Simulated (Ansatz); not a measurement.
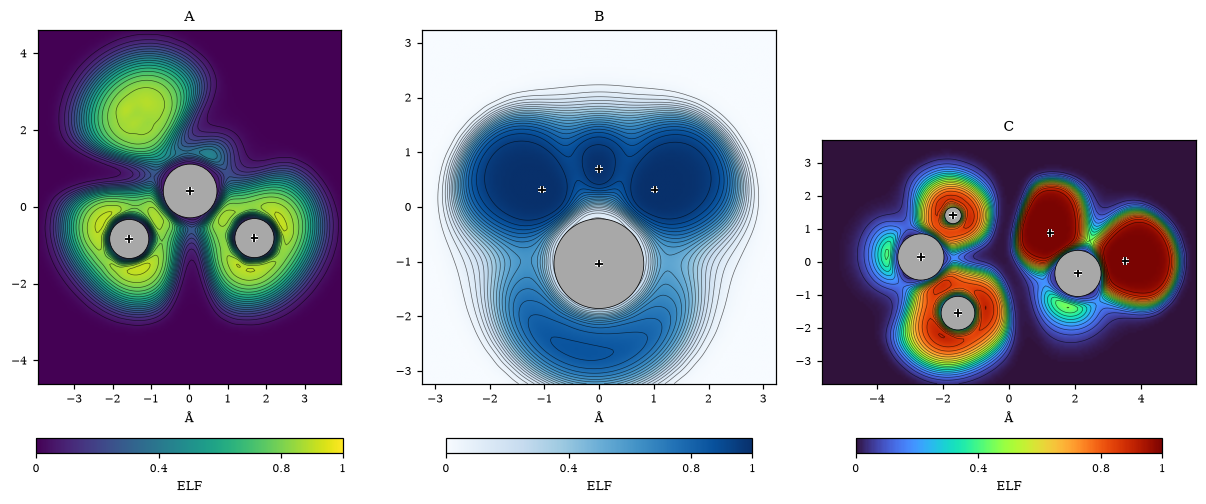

The electron localisation function of 3 systems, each on a plane through atoms (crosses mark nuclei in the plane; grey discs cover the cores).

All numbers below come from Ansatz 0.2.0, RKS PBE0-D4/def2-TZVPP.

System 1: GeH4, the plane of atoms H3, Ge1 and H4. A transition-state structure; geometry: PBE0-D4/def2-TZVP.

```
atom    x (Å)    y (Å)    z (Å)
  Ge  -0.2395  -0.4411   0.8323
   H   0.6779  -0.7711  -0.5636
   H  -0.0900  -0.0352  -0.8432
   H  -1.0137   0.3953  -0.4327
   H   0.6652   0.8521   1.0073
```

System 2: Cl2H2Si···Cl···H, the plane of atoms Cl3, Si1 and Cl4. A transition-state structure; geometry: PBE0-D4/def2-TZVP.

```yaml
atoms:
  - { symbol: Si, position_ang: [-0.3632, 0.1017, -0.2407] }
  - { symbol: Cl, position_ang: [2.0094, -0.3063, -0.6258] }
  - { symbol: Cl, position_ang: [-0.9249, -1.7989, -0.6269] }
  - { symbol: Cl, position_ang: [-1.9432, 0.9451, 0.8099] }
  - { symbol: H, position_ang: [-0.2443, 1.0553, -1.3441] }
  - { symbol: H, position_ang: [1.1151, -0.0782, 0.7618] }
  - { symbol: H, position_ang: [0.3511, 0.0813, 1.2657] }
```

System 3: ClFH2Si···SiH4, the plane of atoms Cl5, Si1 and F7. The product side of a reaction path; geometry: PBE0-D4/def2-TZVP.

```xyz
10

Si    0.3513   -2.2466   -0.8967
Si   -0.2872    2.1391    0.8964
H    -0.3518   -3.4412   -0.3921
H     1.2027   -2.5115   -2.0718
Cl   -1.0302   -0.8345   -1.3937
H     0.7191    1.1026    1.2339
F     1.2694   -1.6774    0.2686
H    -0.0689    3.3379    1.7468
H    -0.1517    2.5221   -0.5317
H    -1.6525    1.6093    1.1401
```

Q: Match each panel to its system.

A: Panel A is system 2, Cl2H2Si···Cl···H: the plane holds Si and Cl. Si–Cl (2.02 Å): the ELF peaks at about 0.90 between the atoms (a shared but strongly polarised pair). Panel B is system 1, GeH4: the plane holds Ge and H. Panel C is system 3, ClFH2Si···SiH4: the plane holds Si, Cl, H and F. Si2···Cl5 (3.83 Å): the ELF dips to about 0 between them; a weak contact between the two molecules.
